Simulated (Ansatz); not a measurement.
**Li···Li···Li (charge +1, triplet): density, localisation and related maps**

The calculation's input:

```
crystal:
  periodic: [false, false, false]
  atoms:
    - {symbol: Li, position_ang: [3.100722, -0.404787, -0.774734]}
    - {symbol: Li, position_ang: [-0.000156, -0.000247, -0.000502]}
    - {symbol: Li, position_ang: [-3.100566, 0.405033, 0.775236]}
basis:
  gaussian: {orbitals: def2-TZVP, initial_orbitals: start.molden}
total_charge: 1
magnetization: {spin_polarized: true, initial_magnetization: 2}
hamiltonian: {xc: pbe0}
output: {orbitals: {seedname: orbitals}}
```

Command:

```sh
ansatz run in.yaml --threads 4 --pin off --events-out ev --progress --plain --max-ram 3916MiB
```

Geometry: r2SCAN/def2-TZVP.

These are results of UKS PBE0/def2-TZVP (Ansatz), not measurements.

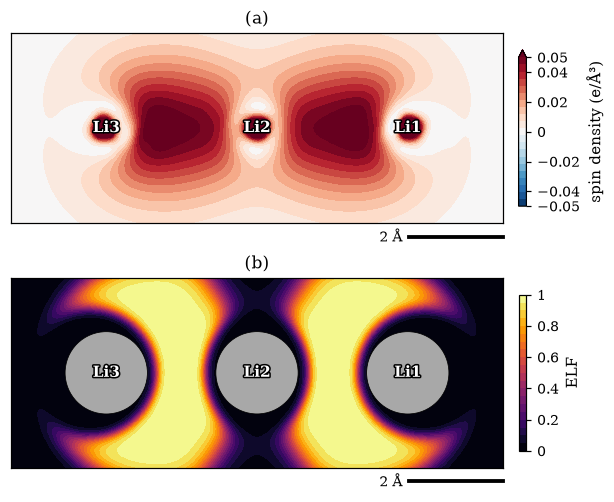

Figure 1. (a) spin density (α minus β); (b) electron localisation function on a plane that holds the molecular axis. Grey discs cover the atomic cores in the ELF map.

Q: What does the map show?

A: Atoms in the plane: Li.
Li1···Li2 (3.22 Å): the ELF peaks at about 1 between the atoms.
Li–Li (3.22 Å): the ELF peaks at about 1 between the atoms.
The unpaired spin (2 electrons) lies mostly on Li2 (about 0.8), Li1 (about 0.6) and Li3 (about 0.6), in electrons by Hirshfeld's partition.

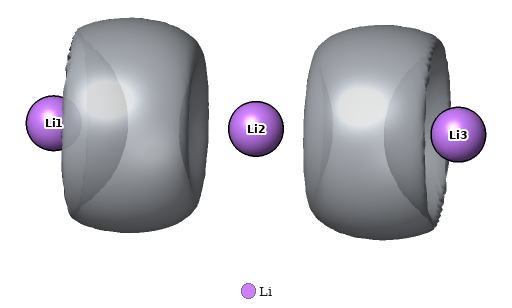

Figure 2. Isosurface of the ELF at 0.8 (grey), seen from one side. Only the valence region is drawn (cores and ρ < 0.01 e/Å³ removed).

Q: What do the ELF domains correspond to?

A: The ELF exceeds this value in two regions wrapped around Li (the valence shell of each).

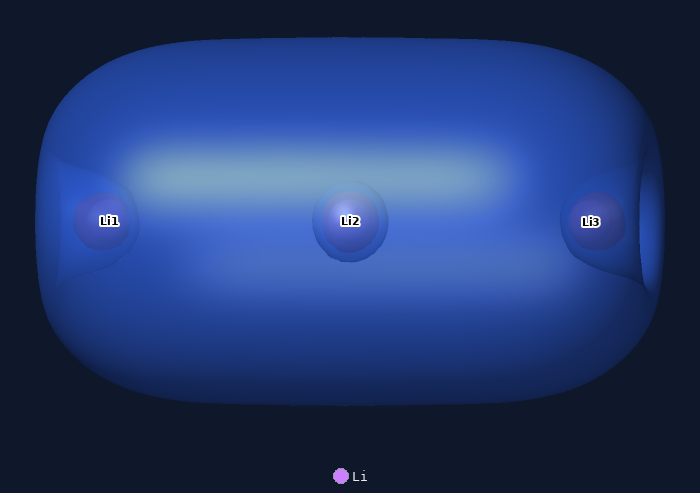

Figure 3. The HOMO−1 (α) at ±0.04 Å⁻³ᐟ² (blue and red are the two phases), seen from one side.

Q: Where does this orbital lie, and at what energy?

A: Its weight (Hirshfeld) is mainly on Li2 (about 50 %), Li1 (about 25 %) and Li3 (about 25 %); it is of σ type; it is gerade (even under inversion). Its energy is −8.58 eV.
